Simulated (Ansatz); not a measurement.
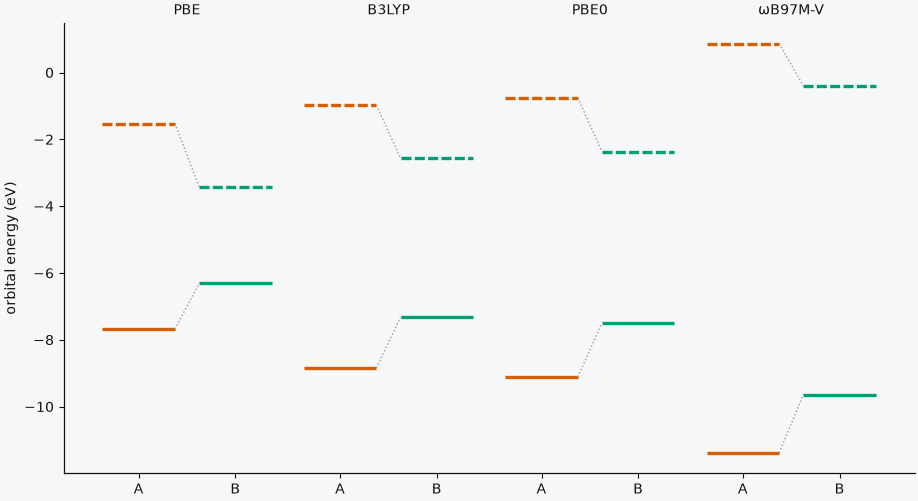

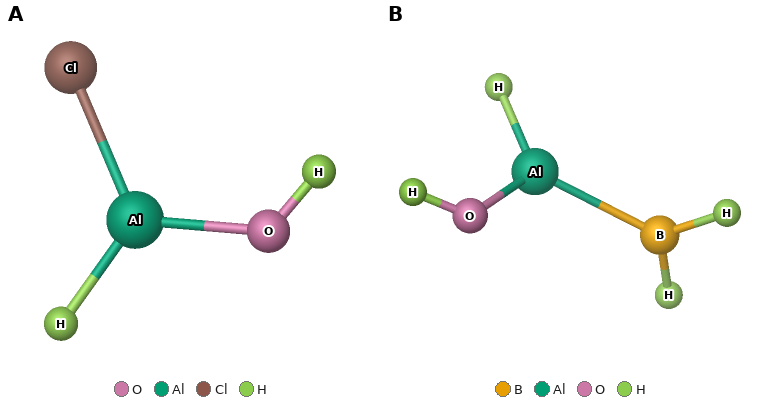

One change: A, AlH₂OCl (SMILES [OH][AlH][Cl]), becomes B, AlBH₄O (SMILES [BH2][AlH][OH]). Cl on Al is replaced by BH₂. HOMO (solid) and LUMO (dashed) computed in def2-TZVPP at PBE0-D4/def2-TZVP geometries, both minima by their frequencies, gas phase, the Ansatz code. Empty levels above zero depend strongly on the basis.

What does the change do to HOMO and LUMO?

Answer. PBE: the HOMO rises by 1.36 eV, the LUMO falls by 1.89 eV, and the separation goes from 6.15 to 2.90 eV. B3LYP: the HOMO rises by 1.52 eV, the LUMO falls by 1.58 eV, and the separation goes from 7.86 to 4.76 eV. PBE0: the HOMO rises by 1.61 eV, the LUMO falls by 1.61 eV, and the separation goes from 8.35 to 5.14 eV. ωB97M-V: the HOMO rises by 1.74 eV, the LUMO falls by 1.26 eV, and the separation goes from 12.24 to 9.24 eV.

Do the functionals agree on the effect?

Answer. They agree on the direction for both levels; the HOMO shift lies between 1.36 and 1.74 eV and the LUMO shift between −1.89 and −1.26 eV, while the separations themselves differ by up to 6.3 eV between functionals.
